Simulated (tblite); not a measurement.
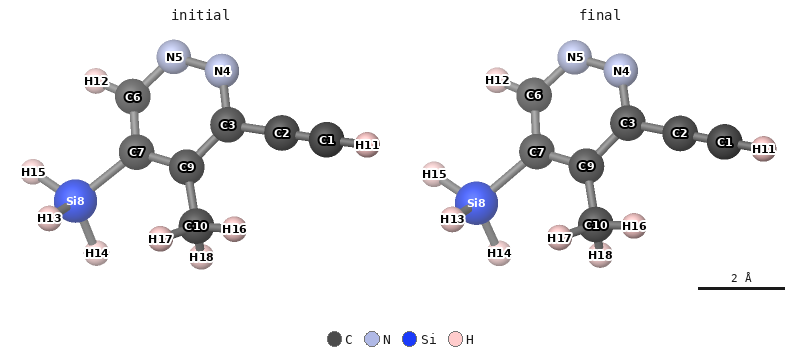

The structure of C₇H₈N₂Si before (left) and after (right) a relaxation, at one scale.

Style: ball-and-stick. Shown at a tilt.

The calculation used tblite, GFN2-xTB geometry optimisation, gas phase. 

Summarise the run.

H11 moves most after the best rigid fit: 0.13 Å. By element the largest moves are H 0.13 Å, C 0.07 Å, Si 0.06 Å, N 0.04 Å. Among the contacts that change: N4–N5 1.358 → 1.293 Å, N5–C6 1.347 → 1.317 Å, C2–C3 1.448 → 1.418 Å, C1–H11 1.076 → 1.049 Å. Among the angles between lasting bonds that change: C2–C3–N4 112.1° → 115.9°, C6–C7–Si8 117.6° → 121.0°, H16–C10–H17 106.5° → 109.4°. After 46 geometry steps the energy has fallen by 23.7 kJ/mol.
